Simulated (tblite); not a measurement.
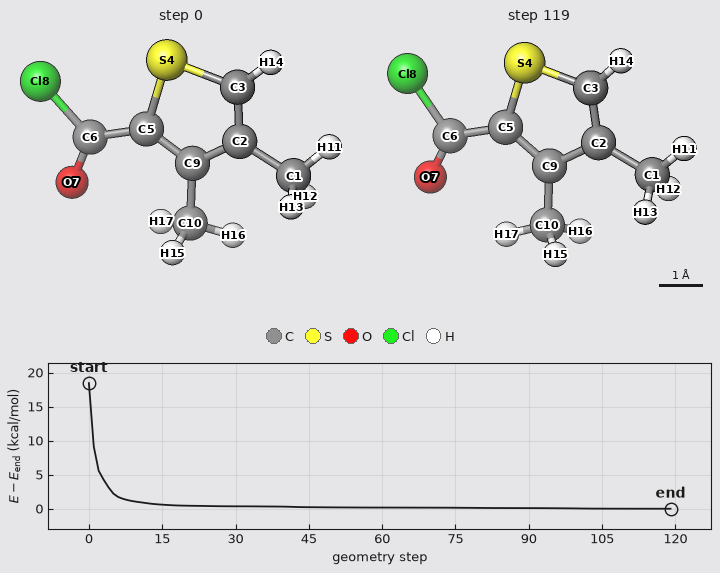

First and last geometry of a relaxation of C7H7ClOS, with the history of the run. The picture is a ball-and-stick view, seen from a free direction.

Method: GFN2-xTB geometry optimisation, gas phase (tblite 0.8.0). 

Question: What do the curves and the structures tell?

Answer: It converged. The largest moves after the best rigid fit, 0.60 Å, are those of H15 and H17. By element the largest moves are H 0.60 Å, Cl 0.29 Å, O 0.13 Å, C 0.13 Å, S 0.10 Å. Among the contacts that change: S4–Cl8 3.259 → 2.991 Å, S4–C5 1.864 → 1.738 Å, C3–S4 1.819 → 1.707 Å, C6–O7 1.266 → 1.193 Å. Among the angles between lasting bonds that change: C5–C6–Cl8 120.2° → 111.9°, C9–C10–H17 105.6° → 111.1°, C3–C2–C9 117.7° → 112.1°. Groups turn about C9–C10 by about 30°. After 119 geometry steps the energy has fallen by 18.5 kcal/mol.
